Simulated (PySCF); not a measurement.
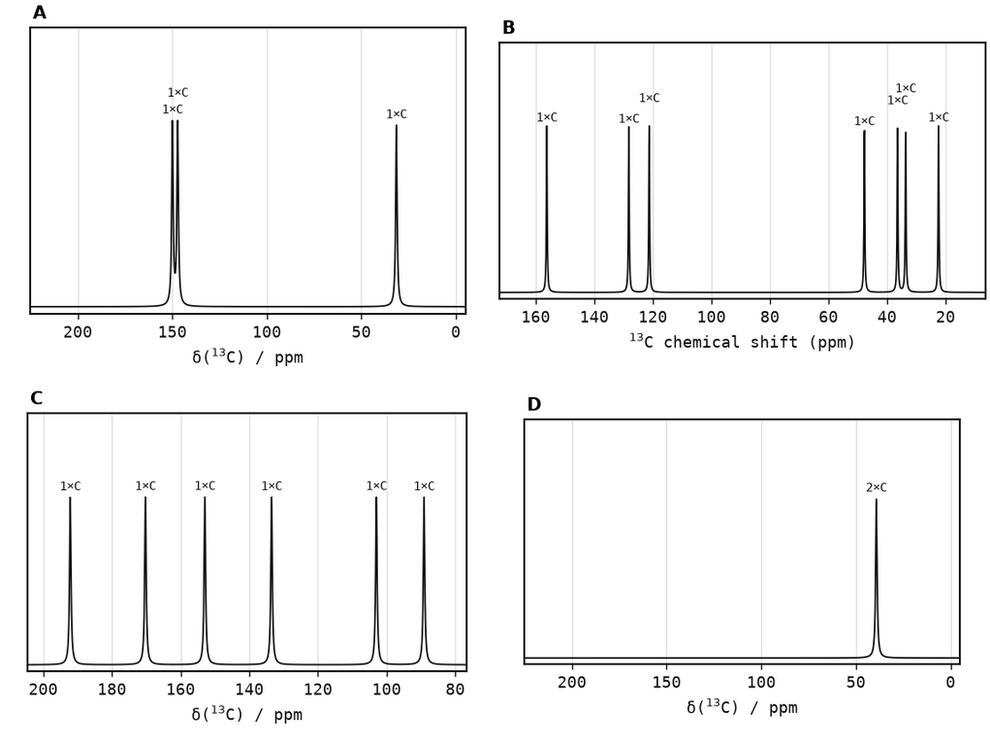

GIAO shifts, PBE0/pcSseg-1 in PySCF 2.14.0, at a GFN2-xTB geometry (no frequency check), against TMS for ¹³C computed at the same level. Gas phase, fully decoupled, line heights follow the number of nuclei, widths are arbitrary (no quadrupolar broadening); values of one conformer, averaged over methyl-type rotors and exact or near symmetry.

### Which panel belongs to which molecule?
1. C₃H₄ClN₃ (3-chloro-4-methyl-4h-1,2,4-triazole), SMILES Cn1cnnc1Cl
2. C₂H₈N⁺, SMILES C[NH2+]C
3. C₇H₉N, SMILES C[C@H]1CCC=C1C#N
4. C₆H₄NP, SMILES C#Cc1ccncp1

A: 1 (149.9 (1 C), 147.1 (1 C), 31.4 (1 C) ppm)
B: 3 (156.2 (1 C), 128.2 (1 C), 121.2 (1 C), 47.7 (1 C), 36.4 (1 C), 33.6 (1 C), 22.4 (1 C) ppm)
C: 4 (192.1 (1 C), 170.2 (1 C), 152.9 (1 C), 133.5 (1 C), 103.0 (1 C), 89.1 (1 C) ppm)
D: 2 (39.2 (2 C) ppm)

Limits of at least one run: the tight-binding geometry is rougher than a DFT one and adds to the error.
